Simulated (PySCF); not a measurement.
# Sb⁺: atomic calculation

- system: Sb⁺, configuration 1s2 2s2 2p6 3s2 3p6 3d10 4s2 4p6 4d10 5s2 5p2, multiplicity 3.
- method: unrestricted HF, STO-3G, non-relativistic, point nucleus (PySCF)

**The input**
```python
from pyscf import gto, scf, dft, mp, cc
import basis_set_exchange as bse
mol = gto.M(atom="Sb 0 0 0", charge=1, spin=2, symmetry="D2h",
            basis=gto.basis.parse(bse.get_basis("STO-3G", elements=["Sb"], fmt="nwchem", header=False)))
mf = scf.UHF(mol)
mf.irrep_nelec = {'Ag': (9, 9), 'B1g': (2, 2), 'B2g': (2, 2), 'B3g': (2, 2), 'B1u': (4, 3), 'B2u': (4, 3), 'B3u': (3, 3)}
mf.kernel()
```

The script is an equivalent of what the driver set up; the driver started from orbitals of its own, so the log can be shorter than this script's would be, and it computed the properties (radii, ⟨L²⟩, response) afterwards. It held the occupations shell by shell, which the script's counts by irreducible representation don't always enforce.

Hardware: 1 thread of Arm Neoverse V1, 23 GiB of memory available, shared host.

The run was one of a batch that the task file lists, launched with:
```bash
OMP_NUM_THREADS=1 python <driver script> TASK.json OUT
```

**Log (extracts)**
```
damping factor = 0
level_shift factor = 0
DIIS = <class 'pyscf.scf.diis.CDIIS'>
diis_start_cycle = 1
diis_space = 10
diis_damp = 0
SCF conv_tol = 1e-09
SCF conv_tol_grad = None
number electrons alpha = 26  beta = 24
cycle= 1 E= -6251.1317482135  delta_E= 3.64e-12  |g|= 1.42e-07  |ddm|= 5.85e-07
converged SCF energy = -6251.1317482135  <S^2> = 2.0000016  2S+1 = 3.0000011
```

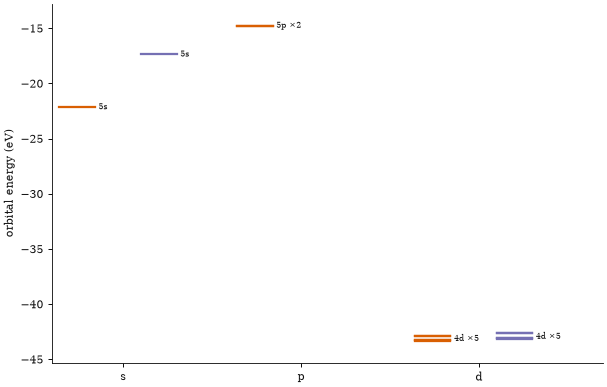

Figure 1. Orbital energies of the mean field, from the top down to −43.3 eV, by angular momentum, α spin at the left of each column and β at the right; ×n counts the orbitals under one label. The highest filled orbital is 5p α at −14.8 eV, the lowest empty one p α at −6.28 eV.

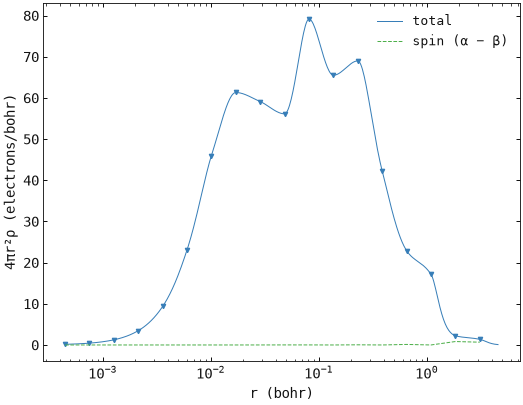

Figure 2. Spherically averaged radial density 4πr²ρ of the mean field and its spin part; markers are the stored points, which are sparse, and the line is a monotone interpolation between them. The largest stored value is 79.2 electrons/bohr at r = 0.082 bohr. Root-mean-square radii of the shells: 3s 0.361, 4s 0.950, 4d 0.950, 4p 0.964, 5s 2.67, 5p 2.67 bohr.

**What the run reported**

| quantity | value |
| --- | --- |
| outcome | converged |
| total energy | −6251.1317 hartree |
| kinetic energy | 6248.9133 hartree |
| −E/T (1 by the virial theorem at the basis-set limit) | 1.0004 |
| ⟨S²⟩ | 2.000 |
| ⟨L²⟩ | 2.00 |
| SCF iterations | 1 |

**What is odd here**

The input is odd on purpose: minimal basis. The program ran to the end. Its numbers are those of this setting; this run alone doesn't show how far the oddity moves them. Relativity is left out, which matters for an atom this heavy.
